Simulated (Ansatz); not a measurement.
The figure comes from a scan of HfO$_{2}$ (fluorite): one O atom of a 3-atom cell moves by u along (1.00, 0.00, 0.00) and v along (0.00, 0.00, 1.00). Method: PBE (plane waves to 420 eV, PAW, scalar-relativistic; Ansatz, an electronic-structure program). k mesh 9×9×9 (Γ-centred), Fermi-Dirac smearing 0.05 eV. E stands for the smeared free energy. HfO2 is run without spin polarisation. HfO2 was relaxed with its symmetry unable to fall. Spin-orbit coupling is left out, though Hf is heavy. This is a high-temperature form of HfO2. ΔE is measured from the undisplaced structure. Axes are in Å.

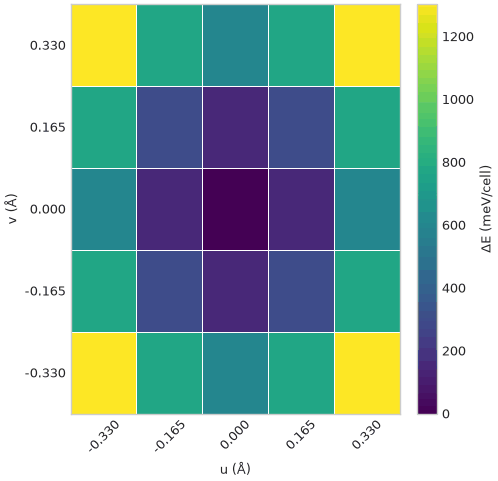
ΔE (meV/cell), one tile a computed point.

### Question
Turn the plot into a table (rounded to what can be read).

### Answer
To the nearest 200:

ΔE (meV/cell), with u across and v down:

```csv
v \ u,-0.330,-0.165,0.000,0.165,0.330
-0.330,1400,800,600,800,1400
-0.165,800,200,200,200,800
0.000,600,200,0,200,600
0.165,800,200,200,200,800
0.330,1400,800,600,800,1400
```

(For displaced atoms, the force is minus the slope of the energy, and its curvature is a force constant, which sets phonon frequencies.)
